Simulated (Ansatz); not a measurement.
# PO (Phosphorus monoxide) at U-r2SCAN0/STO-3G

Aim: the electronic atomisation energy of PO (Phosphorus monoxide) at U-r2SCAN0/STO-3G, from 3 runs. 

The calculation is run with Ansatz 0.2.0.

36 further runs of the same task are left out: 5 that didn't finish, 31 set aside as unsound or not needed.

## Step 1: Starting point

The species is PO (2 atoms), meant as a doublet with charge 0. As SMILES, `O=[P]`. Geometry: relaxed at PBE0-D4/def2-TZVP.

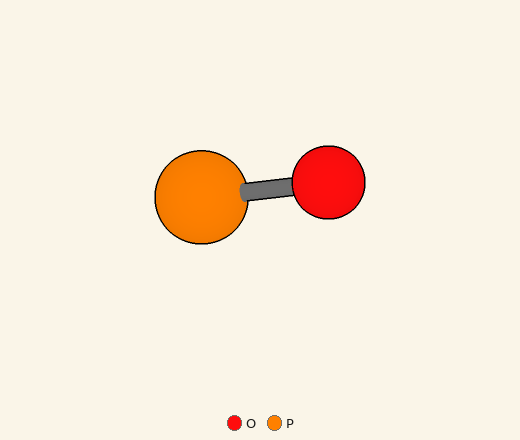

The structure, seen from a chosen angle (oxygen red, phosphorus orange).

## Step 2: A single-point energy at U-r2SCAN0/STO-3G

Contents of job.yaml:

```yaml
crystal:
  periodic: [false, false, false]
  atoms:
    - {symbol: O, position_ang: [0.000000, -0.000000, -0.009450]}
    - {symbol: P, position_ang: [-0.000000, 0.000000, 1.464540]}
basis:
  gaussian: {orbitals: STO-3G}
hamiltonian: {xc: {name: r2SCAN0}}
accuracy: high
magnetization: {spin_polarized: true, initial_magnetization: 1}
```

Command:

```sh
$ ansatz run job.yaml --threads 1 --pin off --max-ram 3480MiB --events-out events.jsonl --progress --plain --runs-dir runs
```

Standard output:

```text
Warning: RAYON_NUM_THREADS=1 ignored (pool sized by the plan → 1); use --threads N
Functional definition: r2SCAN0
  name "r2SCAN0"
  parameter a = 0.25
  parameter k0 = 0.174
  parameter k1 = 0.065
  parameter a1 = 4.9479
  exchange = (1 - a)*r2scan_x(k0 = k0, k1 = k1, a1 = a1) + a*exact_x
  correlation = r2scan_c
224 factors; integrals over basis functions are off by at most 1.2e-8 eV
mean field evaluation 1: about -11195.8588 eV, gradient 1.9e1 eV
mean field evaluation 2: about -11178.0505 eV, gradient 5.7e1 eV
mean field evaluation 4: about -11198.6316 eV, gradient 5.3e-1 eV
mean field evaluation 8: about -11198.6339 eV, gradient 3.0e-2 eV
mean field evaluation 16: about -11198.6340 eV, gradient 4.5e-6 eV
mean field -11198.63399524 eV, -411.5422086183 hartree, gradient 6.8e-8 eV, S^2 0.750813; 2 other end points of the search recorded, 0 dependent functions left out
reference -11198.63399551 eV, -411.5422086282 hartree; 12, 11 occupied and 2, 3 virtual orbitals, 224 factors
Total energy: -11198.63399551 eV, -411.5422086282 hartree
```

Run time: 1.8 s. Hardware: 1 thread of Intel Xeon Platinum 8488C (Sapphire Rapids), shared host; peak memory 0.18 GiB.

## Step 3: The O atom

Contents of input.yaml:

```yaml
crystal:
  periodic: [false, false, false]
  atoms:
    - {symbol: O, position_ang: [0.000000, 0.000000, 0.000000]}
basis:
  gaussian: {orbitals: STO-3G}
magnetization: {spin_polarized: true, initial_magnetization: 2}
hamiltonian: {xc: {name: r2SCAN0}}
accuracy: high
```

Run the same way, it converges to -74.02298 Eh (log not shown).

## Step 4: The P atom

Contents of molecule.yaml:

```yaml
basis:
  gaussian:
    orbitals: STO-3G
crystal:
  periodic: [false, false, false]
  atoms:
    - {symbol: P, position_ang: [0.000000, 0.000000, 0.000000]}
magnetization:
  spin_polarized: true
  initial_magnetization: 3
hamiltonian:
  xc: {name: r2SCAN0}
accuracy: high
```

Command:

```sh
$ ansatz run molecule.yaml --threads 1 --pin off --max-ram 3480MiB --events-out events.jsonl --progress --plain --runs-dir runs
```

Standard output:

```text
Warning: RAYON_NUM_THREADS=1 ignored (pool sized by the plan → 1); use --threads N
Functional definition: r2SCAN0
  name "r2SCAN0"
  parameter a = 0.25
  parameter k0 = 0.174
  parameter k1 = 0.065
  parameter a1 = 4.9479
  exchange = (1 - a)*r2scan_x(k0 = k0, k1 = k1, a1 = a1) + a*exact_x
  correlation = r2scan_c
42 factors; integrals over basis functions are off by at most 1.9e-9 eV
mean field evaluation 1: about -9180.0239 eV, gradient 2.9e-1 eV
mean field evaluation 2: about -9180.0241 eV, gradient 1.7e-3 eV
mean field evaluation 4: about -9180.0258 eV, gradient 6.0e-6 eV
mean field evaluation 8: about -9180.0258 eV, gradient 2.1e-8 eV
mean field -9180.02575755 eV, -337.3597241450 hartree, gradient 2.1e-8 eV, S^2 3.750000; 0 other end points of the search recorded, 0 dependent functions left out
reference -9180.02575786 eV, -337.3597241564 hartree; 9, 6 occupied and 0, 3 virtual orbitals, 42 factors
Total energy: -9180.02575786 eV, -337.3597241564 hartree
```

It took 0.93 s on 1 thread of Intel Xeon Platinum 8488C (Sapphire Rapids), shared host; peak memory 0.14 GiB.

## Step 5: Outcome

Level: U-r2SCAN0/STO-3G.

| quantity | value |
| --- | --- |
| molecule: total energy | -411.54221 Eh |
| molecule: ⟨S²⟩ | 0.751 |
| O atom: total energy | -74.02298 Eh |
| O atom: ⟨S²⟩ | 2.000 |
| P atom: total energy | -337.35972 Eh |
| P atom: ⟨S²⟩ | 3.750 |
| electronic atomisation energy | 4.340 eV |

**Reading.** Taking the molecule apart into free atoms costs 4.34 eV (100 kcal/mol), before zero-point energy and without spin-orbit coupling. In a minimal basis such a difference can be off by several eV, whatever the method.
